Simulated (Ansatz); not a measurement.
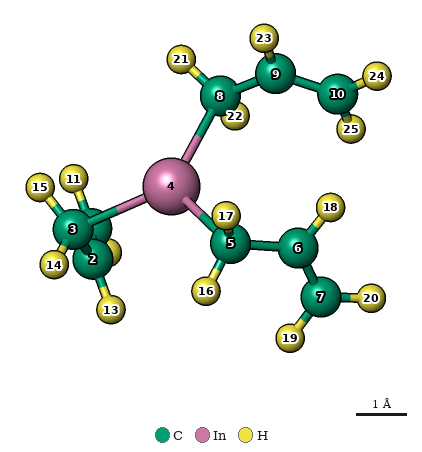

Starting structure of C9H15In. A ball-and-stick model, seen at a tilt.

The start comes from GFN2-xTB.

Theory: RKS PBE0-D4/def2-TZVP in Ansatz.

Input
```yaml
crystal:
  periodic: [false, false, false]
  atoms:
    - {symbol: C, position_ang: [-0.870130, -3.407360, -1.428830]}
    - {symbol: C, position_ang: [-0.144040, -2.465870, -2.031570]}
    - {symbol: C, position_ang: [1.214980, -2.100820, -1.658540]}
    - {symbol: In, position_ang: [0.975950, -0.307780, -0.138330]}
    - {symbol: C, position_ang: [1.227540, 1.919520, -0.816490]}
    - {symbol: C, position_ang: [0.020020, 2.608710, -0.378080]}
    - {symbol: C, position_ang: [-1.091820, 2.720680, -1.102970]}
    - {symbol: C, position_ang: [0.062240, -0.767130, 1.964850]}
    - {symbol: C, position_ang: [0.140050, 0.437840, 2.777010]}
    - {symbol: C, position_ang: [-0.819640, 1.358850, 2.862940]}
    - {symbol: H, position_ang: [-0.461850, -3.999750, -0.624090]}
    - {symbol: H, position_ang: [-1.876600, -3.634670, -1.736370]}
    - {symbol: H, position_ang: [-0.587340, -1.897960, -2.845280]}
    - {symbol: H, position_ang: [1.810450, -1.718370, -2.485740]}
    - {symbol: H, position_ang: [1.737620, -2.886660, -1.115340]}
    - {symbol: H, position_ang: [1.324180, 1.866350, -1.901460]}
    - {symbol: H, position_ang: [2.137020, 2.303080, -0.357820]}
    - {symbol: H, position_ang: [0.043730, 3.027640, 0.622290]}
    - {symbol: H, position_ang: [-1.155550, 2.312350, -2.101340]}
    - {symbol: H, position_ang: [-1.962180, 3.236790, -0.735830]}
    - {symbol: H, position_ang: [0.636810, -1.603800, 2.359660]}
    - {symbol: H, position_ang: [-0.957760, -1.068480, 1.730610]}
    - {symbol: H, position_ang: [1.063560, 0.585200, 3.330100]}
    - {symbol: H, position_ang: [-0.715030, 2.235750, 3.479060]}
    - {symbol: H, position_ang: [-1.752200, 1.245900, 2.331560]}
basis:
  gaussian: {orbitals: def2-TZVP}
hamiltonian: {xc: pbe0, dispersion: d4}
relax: {f_tol: 0.005, max_steps: 150}
```

Launched with:
```bash
ansatz run in.yaml --threads 4 --pin off --events-out ev --progress --plain --max-ram 46080MiB --backend cuda --devices 0, --max-vram 37GiB
```

> Predict the outcome.

Over 40 accepted moves (41 points after the start) the energy falls by 37.2 kJ/mol. Largest force component: 1.1 eV/Å at the start, 0.0026 eV/Å at the end. The line search rejected the trial step at point 33 of the run. The forces were under the threshold at step 36, but the run went on from there. The largest move after the best rigid fit is that of H20, 1.26 Å. By element the largest moves are H 1.26 Å, C 0.94 Å, In 0.14 Å. Some distances before and after: In4–C7 3.792 → 3.080 Å, In4–C6 3.079 → 2.605 Å, C3–In4 2.363 → 2.190 Å, In4–C8 2.339 → 2.186 Å. Among the angles between lasting bonds that change: In4–C5–C6 105.9° → 87.9°, In4–C5–H17 107.6° → 116.3°, C3–In4–C8 118.0° → 123.5°. Groups turn about In4–C5 by about 30°, C3–In4 by about 25°. The run took about 80 s of wall time on a shared GPU.

Step by step:

| step | E − E(0), kJ/mol | largest force component, eV/Å | note |
| --- | --- | --- | --- |
| 0 | 0.00 | 1.1200 |  |
| 1 | -26.77 | 0.3096 |  |
| 2 | -30.67 | 0.1624 |  |
| 3 | -31.82 | 0.0791 |  |
| 4 | -32.53 | 0.0791 |  |
| 5 | -33.03 | 0.1104 |  |
| 6 | -33.45 | 0.1468 |  |
| 7 | -33.80 | 0.1450 |  |
| 8 | -34.19 | 0.1467 |  |
| 9 | -34.49 | 0.1692 |  |
| 10 | -34.70 | 0.1924 |  |
| 12 | -35.45 | 0.1350 |  |
| 13 | -35.70 | 0.1531 |  |
| 15 | -36.20 | 0.0256 |  |
| 17 | -36.40 | 0.0622 |  |
| 18 | -36.48 | 0.0751 |  |
| 20 | -36.70 | 0.0497 |  |
| 21 | -36.74 | 0.0747 |  |
| 23 | -36.86 | 0.0437 |  |
| 25 | -36.94 | 0.0144 |  |
| 26 | -36.99 | 0.0527 |  |
| 28 | -37.06 | 0.0121 |  |
| 30 | -37.11 | 0.0308 |  |
| 31 | -37.15 | 0.0344 |  |
| 33 | -37.15 | 0.0496 | rejected |
| 34 | -37.17 | 0.0177 |  |
| 36 | -37.19 | 0.0046 |  |
| 38 | -37.21 | 0.0152 |  |
| 39 | -37.21 | 0.0117 |  |
| 41 | -37.22 | 0.0026 |  |

Final geometry:

```xyz
25

C    -0.8829   -3.3556   -1.4097
C    -0.5261   -2.1460   -1.8370
C     0.8254   -1.5566   -1.7686
In    0.9495   -0.1848   -0.0666
C     1.5499    1.8921   -0.4994
C     0.1235    2.2433   -0.5245
C    -0.7505    1.9445   -1.5034
C     0.1342   -0.6401    1.9102
C     0.1513    0.5569    2.7700
C    -0.8809    1.3586    3.0273
H    -0.1598   -4.0434   -0.9812
H    -1.9083   -3.6975   -1.4763
H    -1.3002   -1.5022   -2.2539
H     1.0703   -0.9707   -2.6563
H     1.5975   -2.3161   -1.6231
H     2.0467    1.9242   -1.4676
H     2.1243    2.3980    0.2704
H    -0.2767    2.6667    0.3959
H    -0.4256    1.5193   -2.4490
H    -1.8032    2.1752   -1.4022
H     0.7425   -1.4511    2.3174
H    -0.8751   -1.0213    1.7398
H     1.1154    0.8137    3.2081
H    -0.7722    2.2334    3.6568
H    -1.8690    1.1593    2.6229
```

After the run, drawn alike:

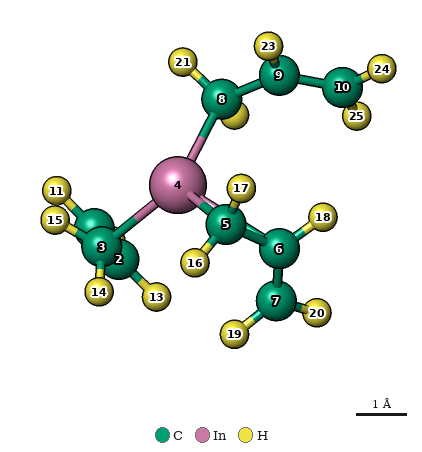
